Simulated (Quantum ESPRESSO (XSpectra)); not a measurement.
**Si K-edge X-ray absorption spectrum (XANES) of HfSi2 (Cmcm)**

```cif
data_Hf2Si4
_chemical_formula_sum 'Hf2 Si4'
_space_group_name_H-M_alt 'P 1'
_space_group_IT_number 1
_cell_length_a 7.52034
_cell_length_b 7.52034
_cell_length_c 3.64861
_cell_angle_alpha 90.000
_cell_angle_beta 90.000
_cell_angle_gamma 151.936
loop_
_space_group_symop_operation_xyz
  'x, y, z'
loop_
_atom_site_label
_atom_site_type_symbol
_atom_site_fract_x
_atom_site_fract_y
_atom_site_fract_z
_atom_site_occupancy
Hf1 Hf 0.89426 0.10574 0.25000 1
Hf2 Hf 0.10574 0.89426 0.75000 1
Si1 Si 0.25021 0.74979 0.25000 1
Si2 Si 0.74979 0.25021 0.75000 1
Si3 Si 0.44717 0.55283 0.75000 1
Si4 Si 0.55283 0.44717 0.25000 1
```

Geometry: Materials Project entry mp-1069 (a computed structure). The cell is the entry's, not relaxed again.

Absorber: atom 3, Si on Wyckoff site c (site symmetry m2m), with 4 Si at 2.58 Å, 2 Hf at 2.78 Å, 2 Hf at 2.79 Å.

Simulated with Quantum ESPRESSO (XSpectra): LDA, full core hole, dipole K-edge X-ray absorption, plane waves, Troullier-Martins potentials made with ld1.x and PseudoDojo potentials for the other elements (Perdew-Zunger form enforced), scalar-relativistic, no spin, constant broadening.

24-atom cell (absorber images 7.3 Å apart), 46 Ry, k meshes 4×4×4 (SCF) and 4×4×4 (spectrum), Lorentzian half width 0.7 eV. The ground-state test found no gap over 0.25 eV with this functional, so the cell is neutral with smeared occupations; energies count from the Fermi level. Field directions run: x; y; z, weighted by the site's symmetry in the crystal. Intensities are scaled to a mean of 1 over 0–35 eV.

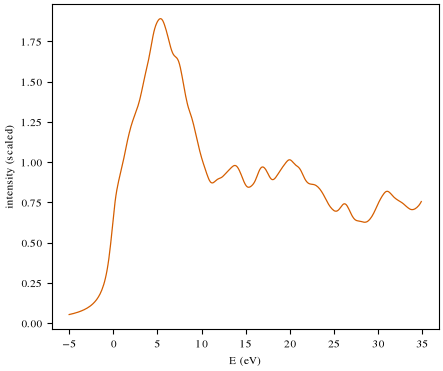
The computed spectrum

The absolute edge energy is not computed.
